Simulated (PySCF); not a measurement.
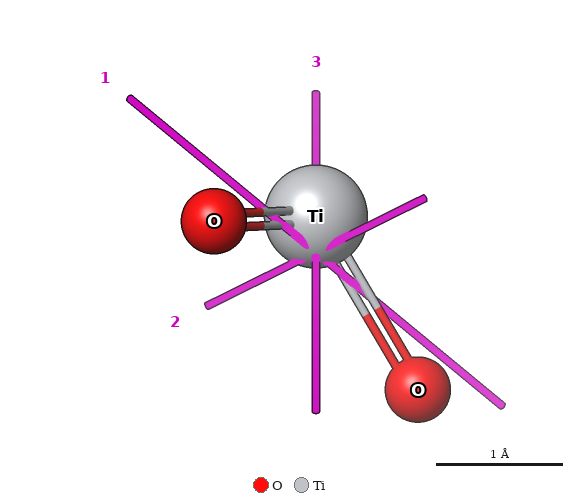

The three principal axes of inertia are drawn and numbered. Depth is shown by fading: the farther an atom, the more it takes the colour of the background. The species is neutral and a spin singlet. Computed geometry: PBE0-D3(BJ)/def2-SVP optimisation. No frequency run is at hand to confirm it as a minimum. Masses are those of the most abundant isotopes; constants are for the rigid equilibrium geometry.

Question: Which line is the a axis (least moment of inertia), which b and which c?

Answer: a is line 1, b is line 3, c is line 2; the moments are 16.3, 56.4, 72.7 u Å².

Question: What kind of rotor is it, and what are its rotational constants in GHz?

Answer: An asymmetric top (C2v): A = 31.0, B = 8.96, C = 6.95 GHz. Ray's parameter κ is −0.83, nearer the prolate limit.
